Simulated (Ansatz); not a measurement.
## Electronic structure of BSSb in real space

Input file:

```
crystal:
  periodic: [false, false, false]
  atoms:
    - symbol: B
      position_ang: [0.000000, 0.000000, -0.163025]
    - symbol: S
      position_ang: [0.000000, 0.000000, -1.818812]
    - symbol: Sb
      position_ang: [0.000000, 0.000000, 1.981837]
basis:
  gaussian:
    orbitals: def2-TZVPD
output: {forces: true, orbitals: {seedname: orbitals}}
hamiltonian:
  xc: {name: PBE0}
```

Launched as:

```sh
ansatz run input.yaml --threads 1 --pin off --max-ram 2610MiB --events-out events.jsonl --progress --plain --runs-dir runs
```

Geometry: BLYP-D3(BJ)/def2-SVP; core potentials replace the inner electrons of Sb.

These are results of isolated molecule in a Gaussian basis; Kohn-Sham density functional theory, functional PBE0 in Ansatz, not measurements.

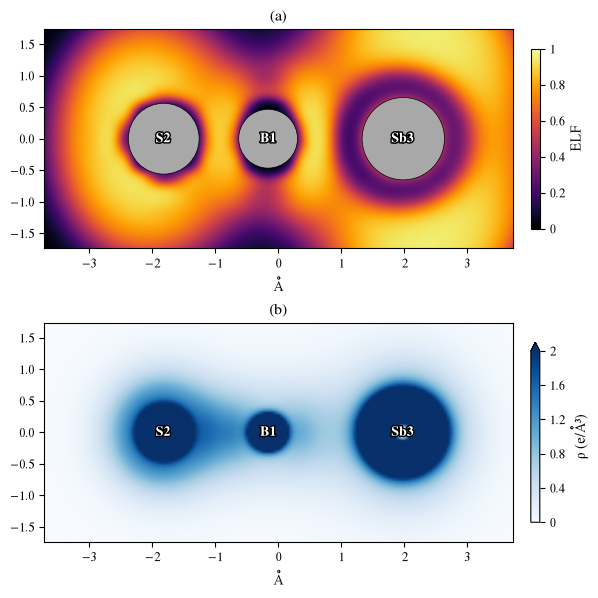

Figure 1. (a) electron localisation function; (b) electron density on a plane that holds the molecular axis. Grey discs cover the atomic cores in the ELF map.

What does the map show?

Answer. Atoms in the plane: B, S and Sb. B–S (1.66 Å): ρ at the midpoint is about 1.5 e/Å³; the ELF peaks at about 0.90 between the atoms (localised, covalent bonding). B–Sb (2.14 Å): ρ at the midpoint is about 0.75 e/Å³; the ELF peaks at about 0.90 in the valence shell of B, 0.8 Å from its nucleus, and drops to about 0.20 between the two atoms. The ELF also peaks beside S2, away from the bonds: lone-pair regions.

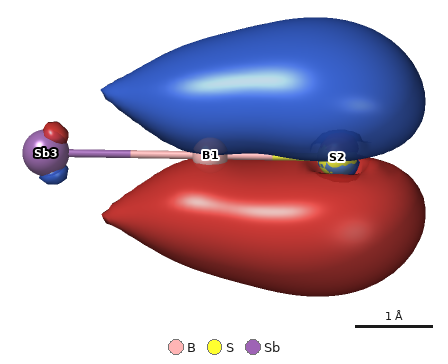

Figure 2. The HOMO−1 at ±0.1 Å⁻³ᐟ² (blue and red are the two phases), seen from one side.

Describe this orbital and give its energy.

Answer. By Hirshfeld shares it lies mainly on S2 (about 65 %), B1 (about 25 %) and Sb3 (about 10 %); π-bonding across S2–B1. It is one of a degenerate set, so its orientation is arbitrary. Its energy is −8.32 eV.
